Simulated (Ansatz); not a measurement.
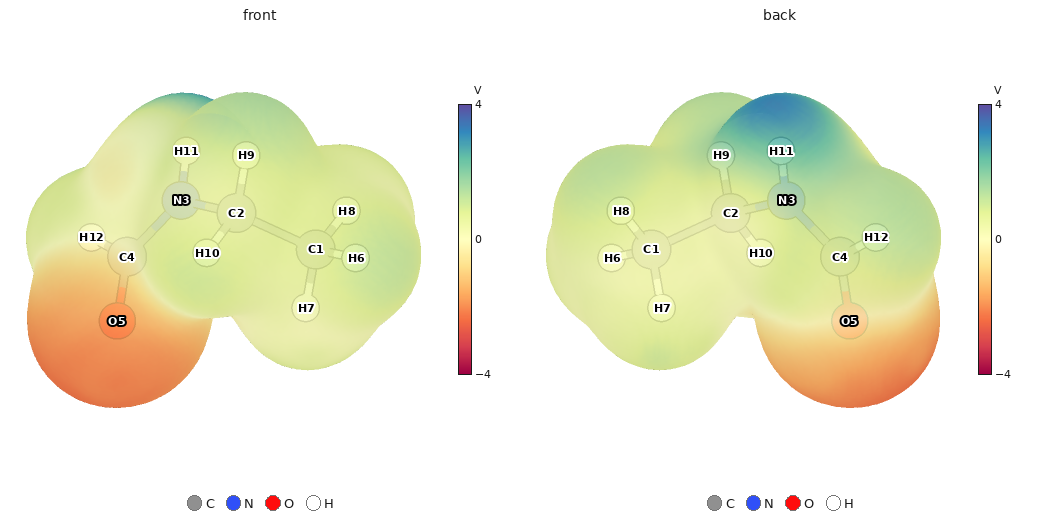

Figure. C3H7NO (SMILES CCNC=O). The molecular electrostatic potential painted on the density surface at 0.004 e/bohr³, seen from the front and from behind; the colour scale runs from red (negative) to blue (positive).

Geometry: PBE0-D4/def2-TZVP.

Computed with Ansatz 0.2.0, RKS PBE0-D4/def2-TZVPP.

```
atom    x (Å)    y (Å)    z (Å)
   C  -0.9569   0.3682   1.1327
   C   0.4641   0.2611   0.6084
   N   0.5993  -0.6860  -0.4767
   C   0.4603  -0.3298  -1.7711
   O   0.2642   0.7971  -2.1654
   H  -1.0098   1.0945   1.9471
   H  -1.6300   0.6951   0.3383
   H  -1.3131  -0.5925   1.5131
   H   1.1511  -0.0325   1.4063
   H   0.7957   1.2274   0.2253
   H   0.6940  -1.6649  -0.2673
   H   0.5580  -1.1929  -2.4570
```

Describe the electrostatic potential map.

The most negative region (about −2.3 V, or −53 kcal/mol for a unit charge) lies over O5, the most positive (about +3.2 V, or +74 kcal/mol for a unit charge) over H11. O5 is the likeliest acceptor of a hydrogen bond.
